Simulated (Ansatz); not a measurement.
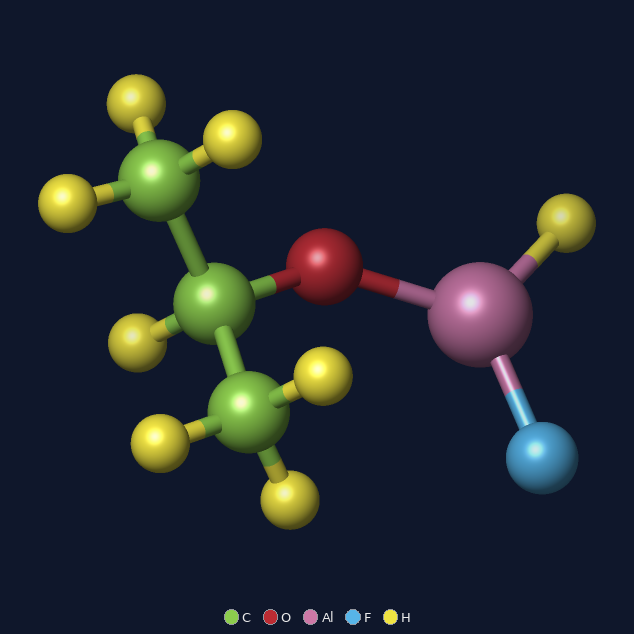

The computed structure is the end point of a PBE-D4/def2-SVP optimisation. No frequency run is at hand to confirm it as a minimum.

Give the structural formula.

SMILES: CC(C)[O][AlH][F]

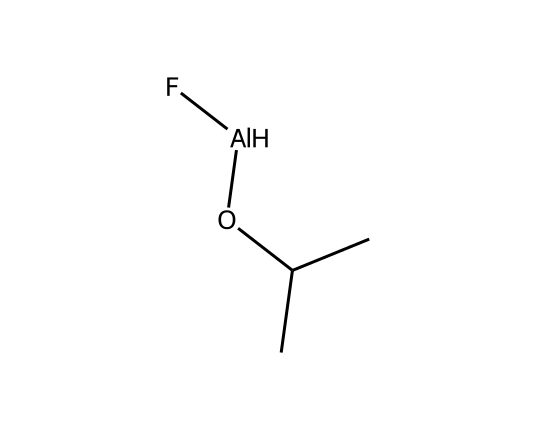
